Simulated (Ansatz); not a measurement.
```cif
data_structure
_symmetry_space_group_name_H-M 'P 1'
_symmetry_Int_Tables_number 1
_cell_length_a 3.4832
_cell_length_b 3.4832
_cell_length_c 11.8132
_cell_angle_alpha 90.000
_cell_angle_beta 90.000
_cell_angle_gamma 90.000
_cell_volume 143.33
loop_
_atom_site_label
_atom_site_type_symbol
_atom_site_fract_x
_atom_site_fract_y
_atom_site_fract_z
_atom_site_occupancy
Sc1 Sc 0.00000 0.50000 0.00000 1
Sc2 Sc 0.50000 0.00000 0.50000 1
Sc3 Sc 0.50000 0.00000 0.00000 1
Sc4 Sc 0.00000 0.50000 0.50000 1
B1 B 0.00000 0.00000 0.14895 1
B2 B 0.50000 0.50000 0.64895 1
B3 B 0.00000 0.00000 0.85105 1
B4 B 0.50000 0.50000 0.35105 1
Ir1 Ir 0.00000 0.00000 0.32101 1
Ir2 Ir 0.50000 0.50000 0.82101 1
Ir3 Ir 0.00000 0.00000 0.67899 1
Ir4 Ir 0.50000 0.50000 0.17899 1
```

Space group I4/mmm; built by placing these elements on a known structure type; computed pressure about 20 GPa in this cell; computed without spin polarisation.

Method: Ansatz, DFT, PAW plane waves, r2SCAN.

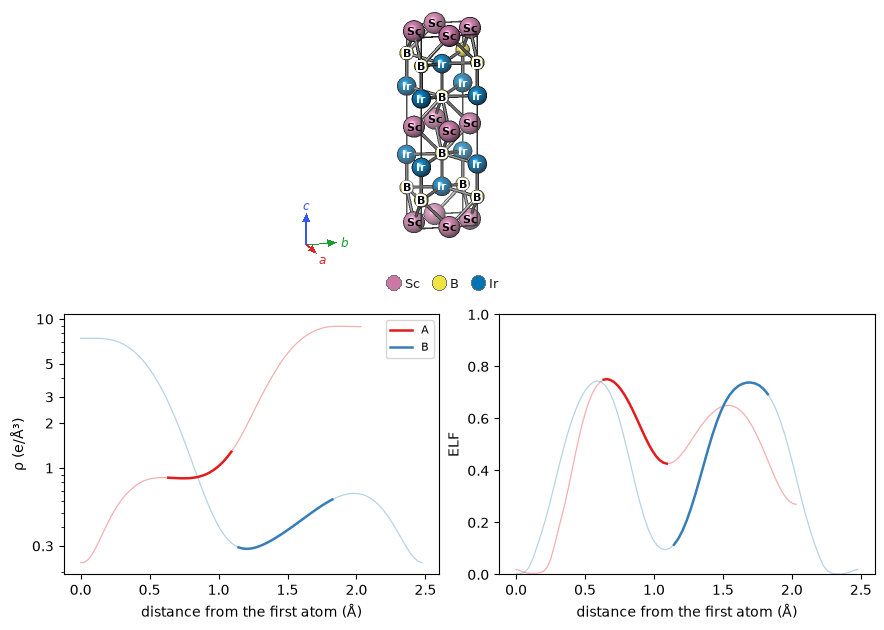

ScBIr. Valence charge density (pseudo) and ELF along straight lines between neighbouring atoms. Thin, pale parts lie inside the atomic spheres. The structure is drawn too.

Core electrons are frozen (PAW), and the valence fields are smoothed inside the atomic spheres.

Q: Which curve belongs to which contact (B–Ir and Sc–B)? The first atom named is at distance zero.

A: Curve A: B–Ir (2.03 Å): ρ at the midpoint is about 1.1 e/Å³, with its minimum of 0.85 e/Å³ about 0.7 Å from B; the ELF peaks at about 0.75 in the valence shell of B, 0.7 Å from its nucleus, and is about 0.45 at the midpoint. Curve B: Sc–B (2.48 Å): the density is about 0.29 e/Å³ at the midpoint; the ELF peaks at about 0.75 in the valence shell of B, 0.8 Å from its nucleus, and is about 0.20 at the midpoint.
